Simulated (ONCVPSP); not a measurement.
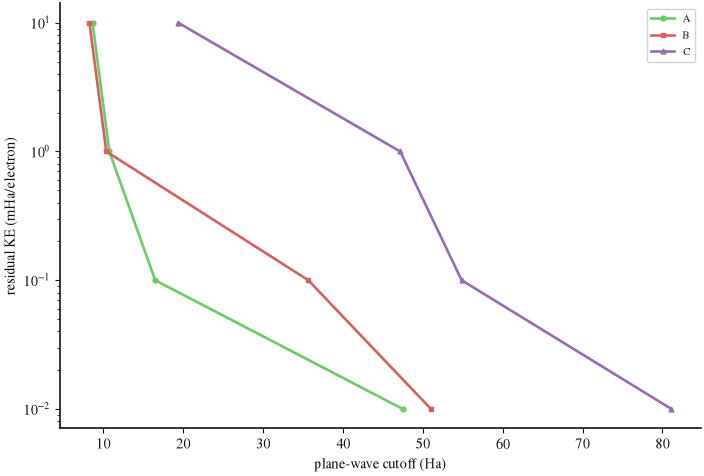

The residual kinetic energy of the 5d3/2 wave for 3 variants of one potential.

Base settings:

ONCVPSP 4.0.1 input (lines: element, Z, core and valence counts, functional; n l f; lmax; l rc ep ncon nbas qcut; lloc lpopt rc5 dvloc0; l nproj debl; icmod fcfact rcfact), PBEsol, fully relativistic:

```
  Re 75.00   11    3  -116133      upf
    1    0    2.00
    2    0    2.00
    2    1    6.00
    3    0    2.00
    3    1    6.00
    3    2   10.00
    4    0    2.00
    4    1    6.00
    4    2   10.00
    5    0    2.00
    5    1    6.00
    4    3   14.00
    5    2    5.00
    6    0    1.00
    3
    0    2.60    0.00    3    7    2.40
    1    2.45    0.38    4    6    3.70
    2    2.50    0.00    4    9    4.90
    3    1.00    0.00    3    7   14.00
    4    5    0.90   -1.00
    0    2    1.40
    1    1    1.70
    2    3    2.40
    3    3    0.40
    0    0.00    0.00
```

In the p channel the program set the typed energies aside and used 0.050 Ha. In the f channel the program set the typed energies aside and used -1.797, 0.250, 0.650 Ha.

Question: Match the curves to these variants:
1. base
2. s: qcut 1.6; p: qcut 2.5; d: qcut 3.3; f: qcut 9.5
3. d: qcut 4.6

Answer: A = 1, B = 3, C = 2.

Question: What did the other tests of these runs give?

Answer: A: loose cutoff 162 Ha; bound ghosts flagged s, p3/2, p1/2; 1 of 4 tests not solved. B: loose cutoff 162 Ha; bound ghosts flagged s, p3/2, p1/2; 1 of 4 tests not solved. C: bound ghosts flagged s, p3/2, f7/2, p1/2, f5/2; 2 of 4 tests not solved. The loose cutoff is the first of the cutoffs at which the residual kinetic energy of the hardest occupied pseudo-wave falls to 1 and 0.1 mHa per electron.
